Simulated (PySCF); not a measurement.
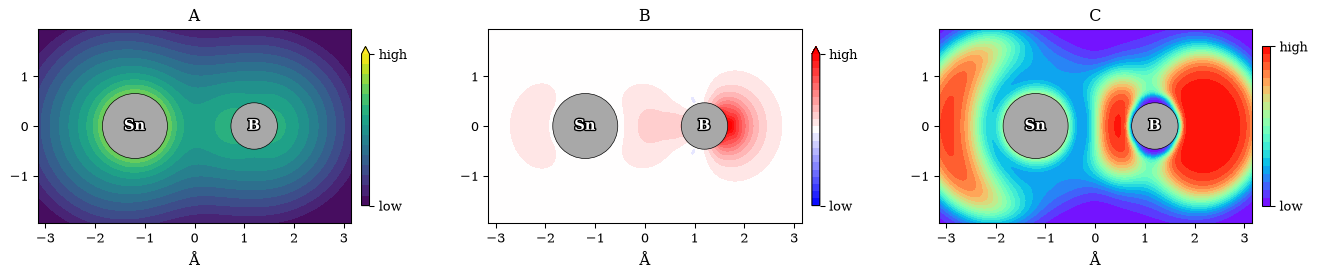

SnB (charge +1, triplet): 3 fields on a plane that holds the molecular axis, with unlabelled colour scales. Grey discs cover the atomic cores.

Core potentials replace the inner electrons of Sn.

The calculation used PBE0/cc-pVDZ(-PP), non-relativistic Hamiltonian with scalar-relativistic core potentials where named, at a bond length of 2.397 Å in PySCF.

Which field does each panel show? The fields are: electron density, electron localisation function and spin density.

Panel A: electron density. Panel B: spin density (confined to the atoms that carry the unpaired spin). Panel C: electron localisation function. From the grid: Sn–B (2.40 Å): ρ is about 0.46 e/Å³ halfway; the ELF peaks at about 0.95 in the valence shell of B, 0.7 Å from its nucleus, and drops to about 0.20 between the two atoms.
